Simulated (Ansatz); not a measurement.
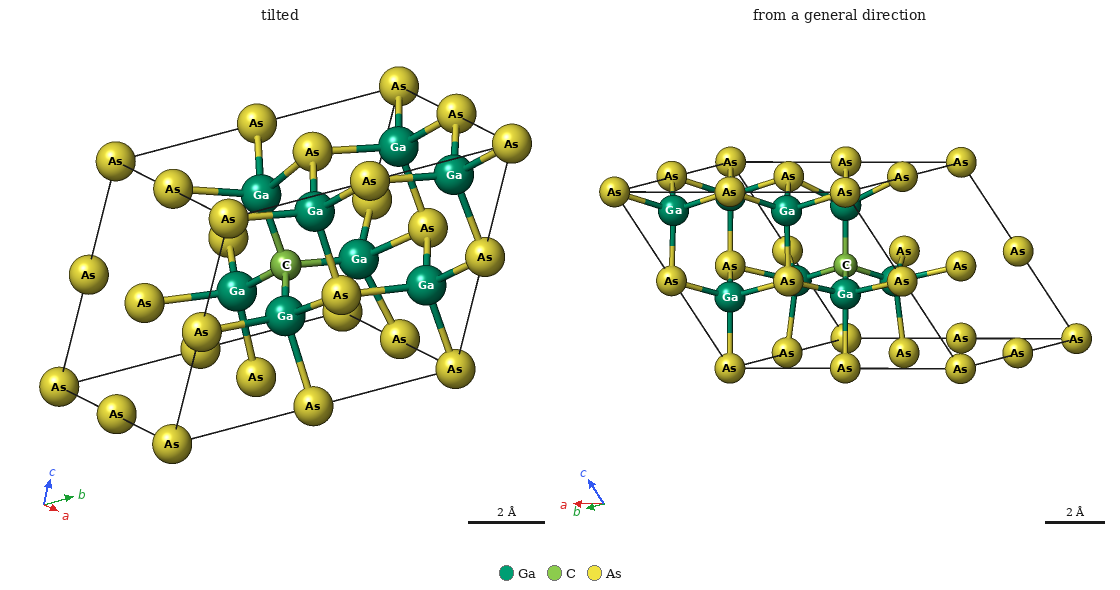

Ball-and-stick drawing of the structure, looking slightly off an axis and from a general direction. Lines trace the edges of the supercell. The host is GaAs, in a cell of 16 sites, and the cell is neutral.

Question: How does this supercell depart from the perfect host?

Answer: Carbon on an arsenic site (a substitutional impurity). It is bonded to four Ga in a tetrahedral arrangement at about 2.1 Å.

Electronic-structure method: DFT LDA, scalar-relativistic, plane waves, PAW (Ansatz 0.2.0). Parameters: a cutoff energy of 420 eV, k-point mesh 3×3×3, Gaussian smearing of 0.02 eV, collinear spins.

Question: Does the defective cell carry a moment?

Answer: No net moment.

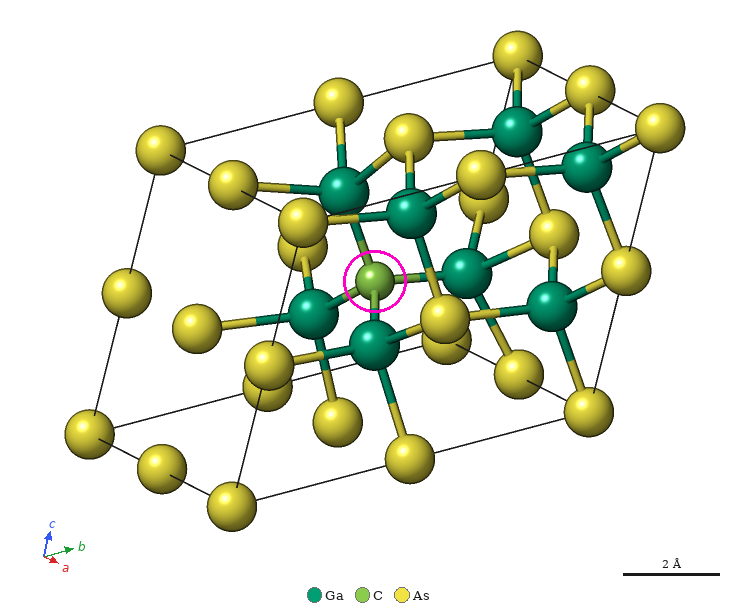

The same cell with a ring at the defect's site.

The atoms were relaxed in the host's cell with DFT LDA, scalar-relativistic, plane waves, PAW (Ansatz).
